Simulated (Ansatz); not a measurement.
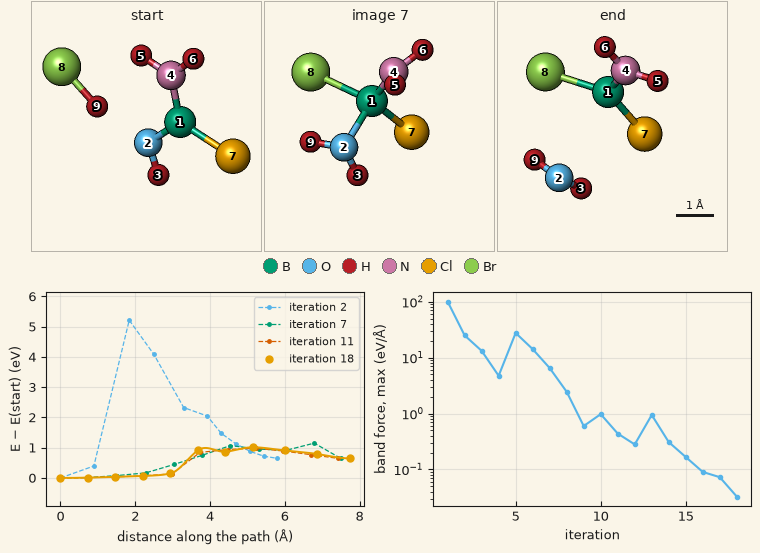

A search for the minimum-energy path of BNH4OBrCl by the nudged elastic band. Images are numbered from 0 (start) to 10 (end). The plot follows the band through its iterations. A ball-and-stick model, seen at a tilt.

All numbers below come from RKS PBE-D4/def2-SVP in Ansatz 0.2.0. Run with 9 movable images; climbing image; force threshold 0.05 eV/Å; iteration limit 60; spring constant 20.0 eV/Å²; starting path through a guess of the saddle point.

Q: How did the profile develop, and is the result final?

A: The run is converged, with reservations. The band converged in 18 iterations. The largest component of the band force went from 100 to 0.033 eV/Å. The climbing image converged on the top of the path. Its curvatures weren't checked. The first iteration put the highest image at 19.16 eV. Forward barrier 1.01 eV, backward barrier 0.37 eV, with image 7 at the top; the reaction energy is +0.65 eV. The profile has 2 maxima (images 5, 7) with a dip at image 6 (+0.87 eV), so the process runs in steps.

The run took 3.3 min on 4 threads of Arm Neoverse V1 (shared host), peak memory 0.18 GiB.
